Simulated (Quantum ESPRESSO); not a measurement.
# InAs (F-43m): the optical phonon under strain

Wanted: the shift of the optical mode of InAs (F-43m) in a strained (001) layer.

Calculated with Quantum ESPRESSO 7.5; DFT LDA, scalar-relativistic, plane waves, GBRV ultrasoft pseudopotentials.

The database entry behind the starting cell differs from later determinations by our own check (about 0.4 % short), so it need not match the best structure at ambient conditions.

## (1) The relaxed structure

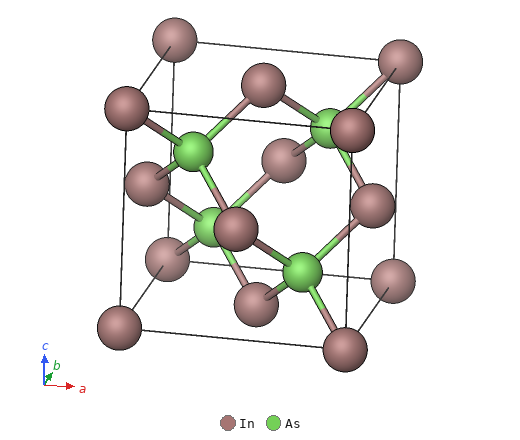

The starting structure, seen slightly off an axis (indium brown, arsenic green). This picture shows the conventional cell, with its axes. Bonds to atoms that aren't drawn are left out. Some periodic images of atoms are drawn too.

Coordinates:

```
In As
1.0
    -3.00788    0.00000    3.00788
     0.00000    3.00788    3.00788
    -3.00788    3.00788    0.00000
In As
1 1
Direct
  0.00000 0.00000 0.00000
  0.25000 0.25000 0.25000
```

This is the cell after its relaxation at this level of theory, not the database cell from which that began.

## (2) Uniaxial strain

The relaxed cell is stretched along z alone. This keeps all atoms on sites fixed by symmetry and splits the threefold mode into a singlet, polarised along z, and a doublet. The macroscopic field is left out, so these are transverse modes. Cutoff 50 Ry, k mesh 8×8×8 with shifts.

From the response at ε_zz = 0.01:

The program printed:

```text
[banners, grids, parts of the stress and lines that vanish by symmetry left out]
Program PHONON v.7.5
     Reading xml data from directory:

[...]
Exchange-correlation= PZ
                           (   1   1   0   0   0   0   0)
[...]
kinetic-energy cut-off    =      50.0000  Ry
     charge density cut-off    =     400.0000  Ry
     convergence threshold     =      1.0E-18
[...]
Exchange-correlation= PZ
                           (   1   1   0   0   0   0   0)
[...]
q = (   0.0000000   0.0000000   0.0000000 )
      9 Sym.Ops. (with q -> -q+G )
     G cutoff =  661.2878  (  50133 G-vectors)     FFT grid: ( 54, 54, 54)
     G cutoff =  330.6439  (  17693 G-vectors)  smooth grid: ( 40, 40, 40)
     number of k points=   144
[...]
Mode symmetry, D_2d (-42m) point group:
[...]
Representation #   1 mode #   1
[...]
End of self-consistent calculation
     Convergence has been achieved
     Representation #   2 mode #   2
[...]
End of self-consistent calculation
     Convergence has been achieved
     Representation #   3 modes #   3   4
[...]
End of self-consistent calculation
     Convergence has been achieved
     Representation #   4 modes #   5   6
[...]
End of self-consistent calculation
     Convergence has been achieved
[...]
q = (    0.000000000   0.000000000   0.000000000 )
[...]
freq (    1) =      -0.211201 [THz] =      -7.044904 [cm-1]
     freq (    2) =      -0.193865 [THz] =      -6.466637 [cm-1]
     freq (    3) =      -0.193865 [THz] =      -6.466637 [cm-1]
     freq (    4) =       6.430305 [THz] =     214.491874 [cm-1]
     freq (    5) =       6.430305 [THz] =     214.491874 [cm-1]
     freq (    6) =       6.456259 [THz] =     215.357619 [cm-1]
[...]
Mode symmetry, D_2d (-42m) point group:
     freq (   1-   1) =         -7.0  [cm-1]   --> B_2  X_3  W_2   I+R
     freq (   2-   3) =         -6.5  [cm-1]   --> E    X_5  W_3   I+R
     freq (   4-   5) =        214.5  [cm-1]   --> E    X_5  W_3   I+R
     freq (   6-   6) =        215.4  [cm-1]   --> B_2  X_3  W_2   I+R

   JOB DONE.
```

```
  ε_zz  singlet (cm⁻¹)  doublet (cm⁻¹)  σ_zz (GPa)  σ_xx (GPa)
 -0.01          219.90          220.91      -1.239      -0.887
-0.005          218.79          219.28      -0.800      -0.621
     0          217.67          217.67      -0.365      -0.365
 0.005          216.55          216.09       0.065      -0.118
  0.01          215.36          214.49       0.489       0.119
```

Stress is counted positive in tension.

## (3) The fit

To first order ω² − ω₀² = p ε_zz + q (ε_xx + ε_yy) for the mode along z, and likewise for x and y. With ε_zz alone the singlet gives p and the doublet q.

The linear terms of parabolas through ω² are p = -2.08 ω₀² and q = -2.95 ω₀², with ω₀ = 217.7 cm⁻¹. Those of the stresses are C11 = 86 GPa and C12 = 50 GPa. Under hydrostatic strain p and q imply γ = −(p + 2q)/(6 ω₀²) = 1.33.

A layer held to an in-plane strain ε and free along z takes ε_zz = −2 (C12/C11) ε = -1.164 ε. To first order the singlet then shifts by (q − p C12/C11) ε / ω₀ = -378 ε cm⁻¹. For ε = 0.004, ε_zz = -0.00466, the formulas for ω² predict 216.15 cm⁻¹ for the singlet and 216.98 cm⁻¹ for the doublet.

## (4) A biaxially strained cell

This run was no part of the fit.

The program printed:

```text
[banners, grids, parts of the stress and lines that vanish by symmetry left out]
[banner, memory and clock lines left out]
Program PHONON v.7.5

[...]
Exchange-correlation= PZ
                           (   1   1   0   0   0   0   0)
[...]
kinetic-energy cut-off    =      50.0000  Ry
     charge density cut-off    =     400.0000  Ry
     convergence threshold     =      1.0E-18
[...]
Exchange-correlation= PZ
                           (   1   1   0   0   0   0   0)
[...]
q = (   0.0000000   0.0000000   0.0000000 )
      9 Sym.Ops. (with q -> -q+G )
     G cutoff =  654.2882  (  49861 G-vectors)     FFT grid: ( 54, 54, 54)
     G cutoff =  327.1441  (  17589 G-vectors)  smooth grid: ( 40, 40, 40)
     number of k points=   144
[...]
Mode symmetry, D_2d (-42m) point group:
[...]
Representation #   1 mode #   1
[...]
End of self-consistent calculation
     Convergence has been achieved
     Representation #   2 mode #   2
[...]
End of self-consistent calculation
     Convergence has been achieved
     Representation #   3 modes #   3   4
[...]
End of self-consistent calculation
     Convergence has been achieved
     Representation #   4 modes #   5   6
[...]
End of self-consistent calculation
     Convergence has been achieved
[...]
q = (    0.000000000   0.000000000   0.000000000 )
[...]
freq (    1) =      -0.232552 [THz] =      -7.757103 [cm-1]
     freq (    2) =      -0.199976 [THz] =      -6.670489 [cm-1]
     freq (    3) =      -0.199976 [THz] =      -6.670489 [cm-1]
     freq (    4) =       6.480380 [THz] =     216.162200 [cm-1]
     freq (    5) =       6.504717 [THz] =     216.973991 [cm-1]
     freq (    6) =       6.504717 [THz] =     216.973991 [cm-1]
[...]
Mode symmetry, D_2d (-42m) point group:
     freq (   1-   1) =         -7.8  [cm-1]   --> B_2  X_3  W_2   I+R
     freq (   2-   3) =         -6.7  [cm-1]   --> E    X_5  W_3   I+R
     freq (   4-   4) =        216.2  [cm-1]   --> B_2  X_3  W_2   I+R
     freq (   5-   6) =        217.0  [cm-1]   --> E    X_5  W_3   I+R
```

```
   mode  predicted (cm⁻¹)  run (cm⁻¹)
singlet            216.15      216.16
doublet            216.98      216.97
```

The stress along z is -0.364 GPa and that in the plane -0.056 GPa; the unstrained cell carries -0.365 GPa.

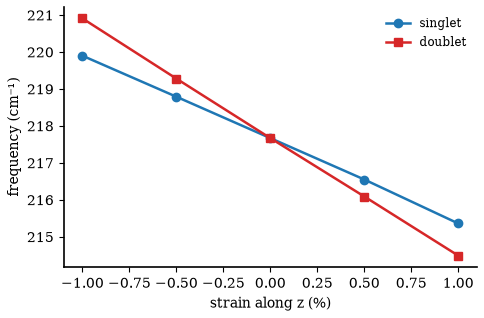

The two components under uniaxial strain.

## (5) What came out

```
p (in units of the squared frequency)           : -2.080
q (same units)                                  : -2.946
shift of the singlet per unit of biaxial strain : -378 cm⁻¹
C11 and C12                                     : 86 and 50 GPa
```

In words: To first order, one per cent of tensile biaxial strain moves the singlet of InAs (F-43m) by -3.8 cm⁻¹ and the doublet by -1.7 cm⁻¹; the formulas miss the test run by up to 0.01 cm⁻¹. In backscattering from (001) the mode polarised along z is the one seen in diamond and zinc-blende crystals; in a polar crystal it is the LO mode, whose potentials differ somewhat from these. The third potential, r, needs shear strain and a relaxation of the atoms, which was not run. These are harmonic values at zero temperature.

[Host names and launcher messages were left out of these logs when they were recorded.]

[Logs are printed without paths, hosts, clocks, repeated set-up lines and the standing remarks that a program may print on its own settings, such as how far it seeks lower states.]

[Hosts, paths, dates, database ids (printed as entryN), source tags and the programs' standing remarks are cut or masked in the printed files.]
